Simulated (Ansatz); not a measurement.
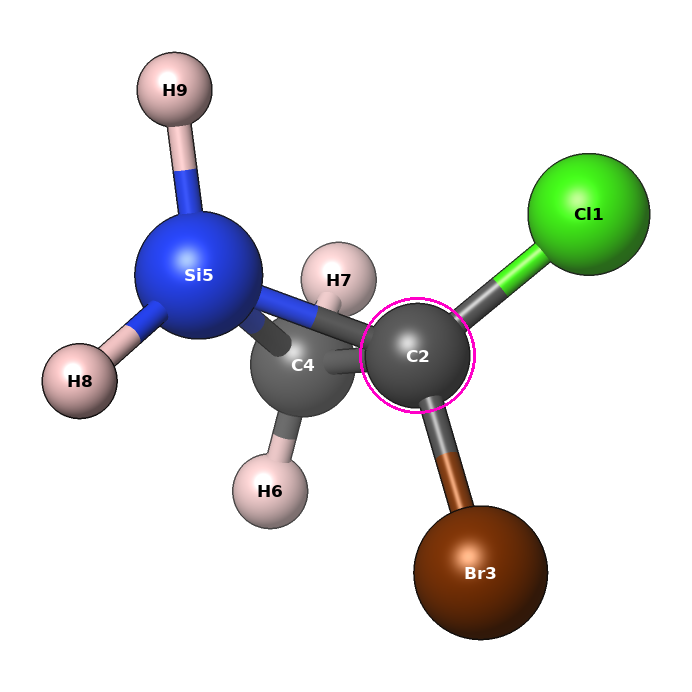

Atoms fade into the background with distance from the viewer. Circles mark the stereogenic atoms. The computed structure is the end point of a PBE0-D4/def2-TZVP optimisation. No frequency run is at hand to confirm it as a minimum.

Q: Give the R/S and E/Z labels.

A: C2: S (priorities Br3 > Cl1 > Si5 > C4).

Q: Write the isomeric SMILES.

A: Cl[C@]1(Br)C[SiH2]1
